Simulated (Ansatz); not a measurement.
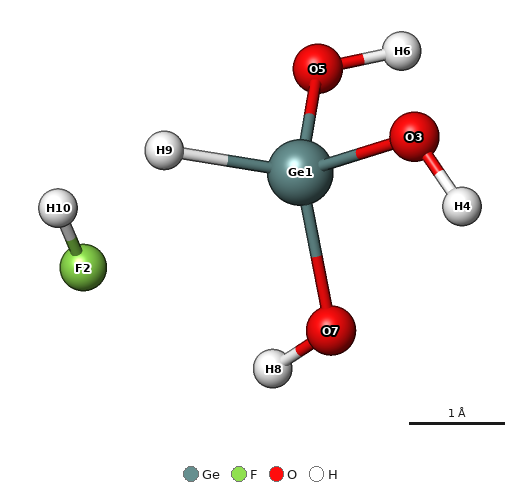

Fig. 1: The input geometry (ball-and-stick view, seen at a tilt; atoms are numbered from 1 in the order of the input). Sticks mark near contacts. Bond lengths as drawn: F–H 0.91 Å, Ge–H 1.54 Å, Ge–O 1.74 Å and H–O 0.95 Å.

## Run report: GeH5O3F, geometry relaxation (part 1 of 3)

The run: geometry relaxation of GeH5O3F. Method and program: RHF/def2-SVP (Ansatz 0.2.0).

It belongs to a series of runs on one base structure; here: end point B relaxed. Figures and captions count atoms from 1; the log counts them from 0 in places.

Output:
```
The last accepted step is kept in [file] (removed where the run ends without a failure and the disk answers)
Engine: ansatz 0.2.0, aarch64-unknown-linux-gnu
Functional definition: HF
  exchange = exact_x
  correlation = 0
1173 factors; integrals over basis functions are off by at most 2.9e-4 eV
mean field evaluation 1: about -65351.9070 eV, gradient 5.6e1 eV
mean field evaluation 2: about -65351.9676 eV, gradient 5.6e1 eV
mean field evaluation 4: about -65357.6802 eV, gradient 3.2e0 eV
mean field evaluation 8: about -65357.7186 eV, gradient 1.5e-4 eV
mean field -65357.71860613 eV, -2401.8518577223 hartree, gradient 2.2e-5 eV, S^2 0.000000; 0 other end points of the search recorded, 0 dependent functions left out
the calculation of the forces begins
reference -65357.71860613 eV, -2401.8518577223 hartree; 35, 35 occupied and 78, 78 virtual orbitals, 1173 factors
relax step   1: F+E_penalty+E_count = -65357.71860613 eV  Δ(F+E_penalty+E_count) = +0.000e0 eV  max|allowed force component| = 4.330e-1 eV/Å  Δτ_max = 0.0000 Å  (33 SCF iters, accepted)
these checks for a lower state are left out or cut short: starts, cluster_reference, orbital_swaps, neighbouring_geometries, increment
1173 factors; integrals over basis functions are off by at most 3.0e-4 eV
mean field evaluation 16: about -65357.8000 eV, gradient 2.2e-3 eV
mean field -65357.80000970 eV, -2401.8548492486 hartree, gradient 2.3e-5 eV, S^2 0.000000; 0 other end points of the search recorded, 0 dependent functions left out
[... from here on the field's lines of each further geometry are left out, up to the last ...]
relax step   2: F+E_penalty+E_count = -65357.80000970 eV  Δ(F+E_penalty+E_count) = -8.140e-2 eV  max|allowed force component| = 2.504e-1 eV/Å  Δτ_max = 0.1939 Å  (33 SCF iters, accepted)
relax step   3: F+E_penalty+E_count = -65357.80178935 eV  Δ(F+E_penalty+E_count) = -1.780e-3 eV  max|allowed force component| = 1.570e0 eV/Å  Δτ_max = 0.1941 Å  (31 SCF iters, accepted)
relax step   4: F+E_penalty+E_count = -65357.80506223 eV  Δ(F+E_penalty+E_count) = -3.273e-3 eV  max|allowed force component| = 2.109e0 eV/Å  Δτ_max = 0.1909 Å  (31 SCF iters, accepted)
relax step   5: F+E_penalty+E_count = -65357.86645568 eV  Δ(F+E_penalty+E_count) = -6.139e-2 eV  max|allowed force component| = 2.724e-1 eV/Å  Δτ_max = 0.2000 Å  (31 SCF iters, accepted)
relax step   6: F+E_penalty+E_count = -65357.88734192 eV  Δ(F+E_penalty+E_count) = -2.089e-2 eV  max|allowed force component| = 6.300e-1 eV/Å  Δτ_max = 0.1999 Å  (32 SCF iters, accepted)
relax step   7: F+E_penalty+E_count = -65357.84524723 eV  Δ(F+E_penalty+E_count) = +4.209e-2 eV  max|allowed force component| = 2.743e0 eV/Å  Δτ_max = 0.1954 Å  (32 SCF iters, rejected (line search))
relax step   8: F+E_penalty+E_count = -65357.90310015 eV  Δ(F+E_penalty+E_count) = -1.576e-2 eV  max|allowed force component| = 3.625e-1 eV/Å  Δτ_max = 0.0952 Å  (32 SCF iters, accepted)
relax step   9: F+E_penalty+E_count = -65357.91859379 eV  Δ(F+E_penalty+E_count) = -1.549e-2 eV  max|allowed force component| = 3.949e-1 eV/Å  Δτ_max = 0.0994 Å  (31 SCF iters, accepted)
relax step  10: F+E_penalty+E_count = -65357.93654536 eV  Δ(F+E_penalty+E_count) = -1.795e-2 eV  max|allowed force component| = 9.653e-1 eV/Å  Δτ_max = 0.1463 Å  (31 SCF iters, accepted)
relax step  11: F+E_penalty+E_count = -65357.97400679 eV  Δ(F+E_penalty+E_count) = -3.746e-2 eV  max|allowed force component| = 5.050e-1 eV/Å  Δτ_max = 0.1363 Å  (32 SCF iters, accepted)
relax step  12: F+E_penalty+E_count = -65358.00289268 eV  Δ(F+E_penalty+E_count) = -2.889e-2 eV  max|allowed force component| = 1.289e0 eV/Å  Δτ_max = 0.1927 Å  (31 SCF iters, accepted)
relax step  13: F+E_penalty+E_count = -65358.06913255 eV  Δ(F+E_penalty+E_count) = -6.624e-2 eV  max|allowed force component| = 8.490e-1 eV/Å  Δτ_max = 0.1951 Å  (31 SCF iters, accepted)
relax step  14: F+E_penalty+E_count = -65358.13238331 eV  Δ(F+E_penalty+E_count) = -6.325e-2 eV  max|allowed force component| = 5.796e-1 eV/Å  Δτ_max = 0.1953 Å  (32 SCF iters, accepted)
relax step  15: F+E_penalty+E_count = -65358.12640964 eV  Δ(F+E_penalty+E_count) = +5.974e-3 eV  max|allowed force component| = 1.283e0 eV/Å  Δτ_max = 0.1938 Å  (31 SCF iters, rejected (line search))
relax step  16: F+E_penalty+E_count = -65358.15027256 eV  Δ(F+E_penalty+E_count) = -1.789e-2 eV  max|allowed force component| = 5.161e-1 eV/Å  Δτ_max = 0.0969 Å  (32 SCF iters, accepted)
relax step  17: F+E_penalty+E_count = -65358.15885684 eV  Δ(F+E_penalty+E_count) = -8.584e-3 eV  max|allowed force component| = 6.034e-1 eV/Å  Δτ_max = 0.0970 Å  (31 SCF iters, accepted)
relax step  18: F+E_penalty+E_count = -65358.17358188 eV  Δ(F+E_penalty+E_count) = -1.473e-2 eV  max|allowed force component| = 9.903e-2 eV/Å  Δτ_max = 0.1500 Å  (32 SCF iters, accepted)
relax step  19: F+E_penalty+E_count = -65358.17704126 eV  Δ(F+E_penalty+E_count) = -3.459e-3 eV  max|allowed force component| = 5.561e-2 eV/Å  Δτ_max = 0.0626 Å  (33 SCF iters, accepted)
relax step  20: F+E_penalty+E_count = -65358.17767565 eV  Δ(F+E_penalty+E_count) = -6.344e-4 eV  max|allowed force component| = 4.823e-1 eV/Å  Δτ_max = 0.1953 Å  (32 SCF iters, accepted)
relax step  21: F+E_penalty+E_count = -65358.18263480 eV  Δ(F+E_penalty+E_count) = -4.959e-3 eV  max|allowed force component| = 1.748e-1 eV/Å  Δτ_max = 0.0489 Å  (34 SCF iters, accepted)
relax step  22: F+E_penalty+E_count = -65358.18391384 eV  Δ(F+E_penalty+E_count) = -1.279e-3 eV  max|allowed force component| = 2.114e-1 eV/Å  Δτ_max = 0.0533 Å  (34 SCF iters, accepted)
relax step  23: F+E_penalty+E_count = -65358.18526114 eV  Δ(F+E_penalty+E_count) = -1.347e-3 eV  max|allowed force component| = 2.979e-1 eV/Å  Δτ_max = 0.0911 Å  (34 SCF iters, accepted)
relax step  24: F+E_penalty+E_count = -65358.18655488 eV  Δ(F+E_penalty+E_count) = -1.294e-3 eV  max|allowed force component| = 1.992e-1 eV/Å  Δτ_max = 0.0966 Å  (34 SCF iters, accepted)
relax step  25: F+E_penalty+E_count = -65358.18865309 eV  Δ(F+E_penalty+E_count) = -2.098e-3 eV  max|allowed force component| = 2.026e-1 eV/Å  Δτ_max = 0.0268 Å  (35 SCF iters, accepted)
relax step  26: F+E_penalty+E_count = -65358.18525824 eV  Δ(F+E_penalty+E_count) = +3.395e-3 eV  max|allowed force component| = 2.074e-1 eV/Å  Δτ_max = 0.2000 Å  (32 SCF iters, rejected (line search))
relax step  27: F+E_penalty+E_count = -65358.19247161 eV  Δ(F+E_penalty+E_count) = -3.819e-3 eV  max|allowed force component| = 8.518e-2 eV/Å  Δτ_max = 0.1000 Å  (33 SCF iters, accepted)
relax step  28: F+E_penalty+E_count = -65358.19631931 eV  Δ(F+E_penalty+E_count) = -3.848e-3 eV  max|allowed force component| = 4.671e-2 eV/Å  Δτ_max = 0.1000 Å  (33 SCF iters, accepted)
relax step  29: F+E_penalty+E_count = -65358.18086301 eV  Δ(F+E_penalty+E_count) = +1.546e-2 eV  max|allowed force component| = 9.628e-1 eV/Å  Δτ_max = 0.1467 Å  (33 SCF iters, rejected (line search))
relax step  30: F+E_penalty+E_count = -65358.19845875 eV  Δ(F+E_penalty+E_count) = -2.139e-3 eV  max|allowed force component| = 5.329e-2 eV/Å  Δτ_max = 0.0732 Å  (34 SCF iters, accepted)
relax step  31: F+E_penalty+E_count = -65358.20022452 eV  Δ(F+E_penalty+E_count) = -1.766e-3 eV  max|allowed force component| = 9.049e-2 eV/Å  Δτ_max = 0.0721 Å  (33 SCF iters, accepted)
relax step  32: F+E_penalty+E_count = -65358.19898280 eV  Δ(F+E_penalty+E_count) = +1.242e-3 eV  max|allowed force component| = 2.806e-1 eV/Å  Δτ_max = 0.1095 Å  (33 SCF iters, rejected (line search))
relax step  33: F+E_penalty+E_count = -65358.20186702 eV  Δ(F+E_penalty+E_count) = -1.643e-3 eV  max|allowed force component| = 3.092e-2 eV/Å  Δτ_max = 0.0547 Å  (34 SCF iters, accepted)
relax step  34: F+E_penalty+E_count = -65358.20282847 eV  Δ(F+E_penalty+E_count) = -9.615e-4 eV  max|allowed force component| = 7.001e-2 eV/Å  Δτ_max = 0.0539 Å  (35 SCF iters, accepted)
relax step  35: F+E_penalty+E_count = -65358.20322880 eV  Δ(F+E_penalty+E_count) = -4.003e-4 eV  max|allowed force component| = 1.093e-1 eV/Å  Δτ_max = 0.0581 Å  (34 SCF iters, accepted)
relax step  36: F+E_penalty+E_count = -65358.20352704 eV  Δ(F+E_penalty+E_count) = -2.982e-4 eV  max|allowed force component| = 8.633e-2 eV/Å  Δτ_max = 0.0120 Å  (35 SCF iters, accepted)
the calculation of the forces begins
reference -65358.20386701 eV, -2401.8696907310 hartree; 35, 35 occupied and 78, 78 virtual orbitals, 1172 factors
relax step  37: F+E_penalty+E_count = -65358.20386701 eV  Δ(F+E_penalty+E_count) = -3.400e-4 eV  max|allowed force component| = 1.044e-2 eV/Å  Δτ_max = 0.0164 Å  (35 SCF iters, accepted)
```

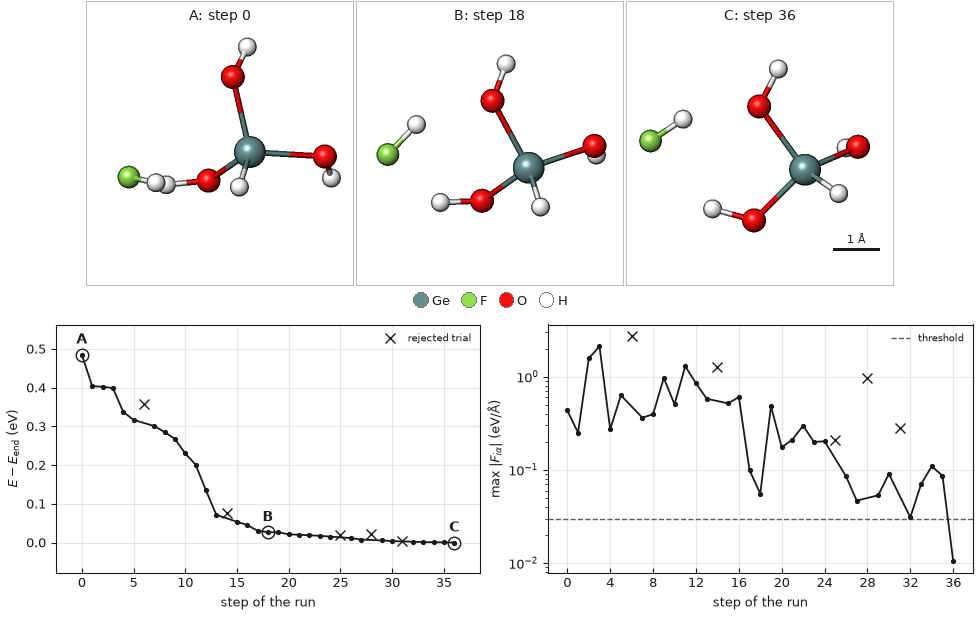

Fig. 2: Frames of the relaxation (ball-and-stick view, seen at a tilt) above the curves, on which the letters mark them (the first geometry is step 0 here and step 1 in the log).

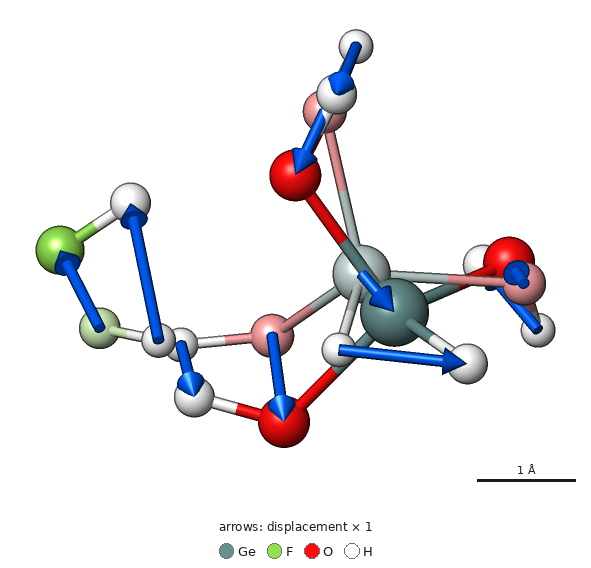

Fig. 3: Start (faint) and end (solid) with the displacements as blue arrows, at true length (ball-and-stick view, seen at a tilt). The two geometries are laid on each other by the best rigid fit. Over 36 geometry steps the energy falls by 0.485 eV. The largest force component goes from 0.43 to 0.01 eV/Å. The line search rejected the trial steps at points 6, 14, 25, 28, 31 (counted from 0) and went back. The atom that moves furthest after the best rigid fit is H10 (1.95 Å). By element the largest moves are H 1.95 Å, F 1.31 Å, O 1.24 Å, Ge 0.56 Å. Distances before and after: Ge1–O5 1.742 → 1.780 Å, Ge1–H9 1.539 → 1.512 Å, Ge1–O7 1.744 → 1.733 Å, F2–H10 0.910 → 0.918 Å. Among the angles that change: O5–Ge1–O7 113.4° → 103.6°, O3–Ge1–O7 103.9° → 110.7°, O5–Ge1–H9 105.2° → 111.0°. (Atoms are counted from 1 in the order of the input.)

```
1172 factors; integrals over basis functions are off by at most 3.0e-4 eV
mean field -65358.20386701 eV, -2401.8696907310 hartree, gradient 6.5e-5 eV, S^2 0.000000; 1 other end points of the search recorded, 0 dependent functions left out
the calculation of the forces begins
reference -65358.20386701 eV, -2401.8696907310 hartree; 35, 35 occupied and 78, 78 virtual orbitals, 1172 factors
Total energy: -65358.20386701 eV, -2401.8696907310 hartree
Atom 0 at     0.938873     0.165347    -0.190788 Å, force    -0.008961    -0.002715     0.009837 eV/Å
Atom 1 at    -1.801181    -0.098402     1.936255 Å, force    -0.002010     0.000674    -0.001307 eV/Å
Atom 2 at     0.915442    -0.277220    -1.874945 Å, force     0.005066     0.000639    -0.008896 eV/Å
Atom 3 at     0.399935    -1.032041    -2.117997 Å, force    -0.004548    -0.001231     0.002010 eV/Å
Atom 4 at    -0.454029     1.222565     0.139851 Å, force    -0.006461    -0.003772     0.009573 eV/Å
Atom 5 at    -0.640568     1.927454    -0.462473 Å, force     0.000181     0.007037    -0.006457 eV/Å
Atom 6 at     0.645812    -1.219022     0.809274 Å, force     0.010440    -0.005647    -0.000780 eV/Å
Atom 7 at    -0.121052    -1.193179     1.369773 Å, force    -0.001677     0.000444     0.000367 eV/Å
Atom 8 at     2.240551     0.879491     0.093569 Å, force     0.005367     0.001848    -0.000790 eV/Å
Atom 9 at    -1.518984     0.536306     1.336381 Å, force     0.002603     0.002723    -0.003556 eV/Å
Dipole moment:     0.017545     0.395281    -0.380476 e Å
```

Trajectory as extended XYZ (Å, eV, eV/Å), 37 frames, from step=1 to step=37:
```
10
Properties=species:S:1:pos:R:3:forces:R:3 step=1 energy=-65357.71861
Ge    0.3773    0.2063   -0.2278    0.2464   0.1363   0.0175
F    -0.7221    0.2821    2.4415    0.1450   0.2253   0.1956
O     1.3810   -0.0208   -1.6357   -0.0003   0.0001   0.0054
H     1.5799   -0.9183   -1.8584   -0.0024   0.0032  -0.0004
O    -0.9233    1.2936   -0.6284   -0.0065   0.0014  -0.0035
H    -1.3453    1.1731   -1.4659    0.0042  -0.0019  -0.0001
O    -0.1620   -1.4046    0.1655   -0.0013  -0.0077   0.0020
H    -0.6667   -1.4831    0.9619    0.0030   0.0018  -0.0073
H     1.1372    0.8914    0.9221    0.0068  -0.1444  -0.4330
H    -0.0512    0.8916    2.3641   -0.3949  -0.2140   0.2240
10
Properties=species:S:1:pos:R:3:forces:R:3 step=2 energy=-65357.80001
Ge    0.4054    0.2059   -0.2757    0.1601   0.0759   0.0115
F    -0.7895    0.2666    2.5766    0.1839   0.1313  -0.0002
O     1.3841   -0.0415   -1.6955   -0.0188  -0.0451  -0.0804
H     1.5834   -0.9425   -1.9009    0.0046  -0.0147  -0.0365
O    -0.8990    1.2989   -0.6497   -0.0243  -0.0173  -0.0515
H    -1.3468    1.1722   -1.4731   -0.0021   0.0051   0.0221
O    -0.1432   -1.3945    0.1526   -0.0255   0.0301   0.0283
H    -0.6412   -1.4573    0.9552    0.0039   0.0043  -0.0056
H     1.2075    0.8896    0.8237   -0.0315  -0.0382  -0.0153
H    -0.1560    0.9138    2.5257   -0.2504  -0.1313   0.1277
10
Properties=species:S:1:pos:R:3:forces:R:3 step=3 energy=-65357.80179
Ge    0.4250    0.2057   -0.3021    0.1377   0.0292   0.1317
F    -0.7595    0.2036    2.6108    0.9944   1.5650   0.1312
O     1.3825   -0.0603   -1.7336   -0.0184  -0.0452  -0.0856
H     1.5750   -0.9642   -1.9330   -0.0015  -0.0105  -0.0326
O    -0.8792    1.3026   -0.6672   -0.0585   0.0114  -0.0782
H    -1.3410    1.1707   -1.4822    0.0058   0.0052   0.0342
O    -0.1372   -1.3862    0.1430   -0.0390   0.0016  -0.0122
H    -0.6328   -1.4392    0.9479    0.0375   0.0233  -0.0125
H     1.2356    0.8862    0.7886    0.0014  -0.0103  -0.0090
H    -0.2637    0.9923    2.6668   -1.0593  -1.5695  -0.0670
10
Properties=species:S:1:pos:R:3:forces:R:3 step=4 energy=-65357.80506
Ge    0.4439    0.2045   -0.3198    0.1786   0.0483   0.2310
F    -0.6809    0.1578    2.6313    0.5989   2.1036   0.3629
O     1.3773   -0.0796   -1.7646   -0.0096  -0.0414  -0.0809
H     1.5545   -0.9867   -1.9647   -0.0069   0.0003  -0.0207
O    -0.8555    1.3103   -0.6773   -0.0967   0.0355  -0.0737
H    -1.3292    1.1763   -1.4849    0.0046   0.0024   0.0248
O    -0.1327   -1.3792    0.1356   -0.0652  -0.0350  -0.0281
H    -0.6171   -1.4238    0.9477    0.0558   0.0217  -0.0184
H     1.2604    0.8827    0.7685    0.0158  -0.0269  -0.0756
H    -0.4158    1.0491    2.7672   -0.6753  -2.1085  -0.3213
```
